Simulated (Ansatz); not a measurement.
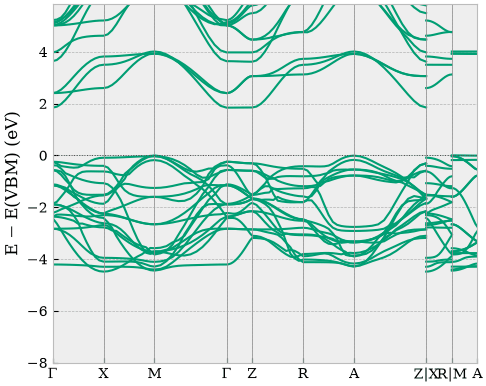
*Band structure from PBEsol in the plane-wave PAW code Ansatz*

Q: Read off the gap and where the band edges lie.

A: About 1.8 eV (1.84 eV by a search for the band edges); maximum at M, minimum at Γ.

Q: Which of these materials gives this?
(A) SnO2, rutile
(B) FeBiO3, P4mm (Fe on 1a, Bi on 1b, O on 1a, O on 2c)
(C) Sr2ZrTiO6, P4/mmm (Pearson symbol tP10)
(D) YSiNO2, P4/mmm (Y on 1b, Si on 1c, N on 1d, O on 2f)

A: C, Sr2ZrTiO6, P4/mmm (Pearson symbol tP10)

The start of the workflow was typed in or built on a structure type; neither database checked (COD, Materials Project) lists it. Its standing as an ambient phase is unchecked. The PBEsol relaxation kept the symmetry of its start. At this level the phase is dynamically unstable (imaginary phonons). The workflow began spin-polarised and lost its moments. Spin–orbit coupling is left out wherever it is not named.

Potentials: the earlier of the program's two PAW sets. The files were generated under PBE; for other functionals the program regenerates the frozen cores, and for LDA and PBEsol the local potential too.
